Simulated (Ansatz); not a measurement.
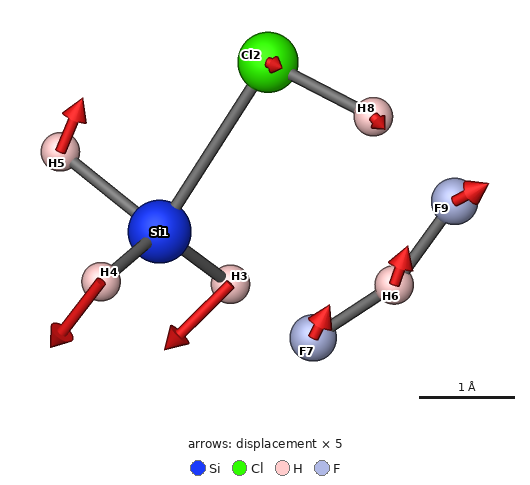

This is a constrained relaxation of SiH$_{5}$ClF$_{2}$. The starting structure is drawn; red arrows show the displacements, magnified 5 times. The two geometries are superimposed by the best rigid fit.

The picture is a ball-and-stick view, seen at a tilt.

The reaction that was planned forms Si1–F7, H6–F9, Cl2–H8 and breaks Si1–Cl2, H6–F7, H8–F9 (atoms numbered from 1 in input order).

All numbers below come from Ansatz 0.2.0, RKS PBE0-D4/def2-SVP. Set-up: held fixed: the distance between atoms 1 (Si) and 7 (F), the distance between atoms 6 (H) and 9 (F), the distance between atoms 2 (Cl) and 8 (H), the distance between atoms 1 (Si) and 2 (Cl), the distance between atoms 6 (H) and 7 (F), the distance between atoms 8 (H) and 9 (F), counting from 1; force threshold 0.04 eV/Å; at most 150 steps.

Question: Atoms of which element are displaced furthest, and by how much?

Answer: Hydrogen: up to 0.20 Å, against 0.09 Å for fluorine.

Question: What did the optimiser do to the structure, and how much energy did it gain?

Answer: The largest moves after the best rigid fit, 0.20 Å, are those of H3 and H4. By element the largest moves are H 0.20 Å, F 0.09 Å, Cl 0.04 Å, Si 0.01 Å. Near-neighbour distances that change, for instance: Si1–H3 1.447 → 1.481 Å, Si1–H5 1.480 → 1.503 Å. Bond angles that change, for instance: H3–Si1–H4 135.7° → 124.1°, Cl2–Si1–H3 105.6° → 113.5°, F7–H6–F9 159.3° → 163.5°. The energy falls by 2.69 kcal/mol in 3 geometry steps. The largest force component goes from 0.52 to 0.04 eV/Å.
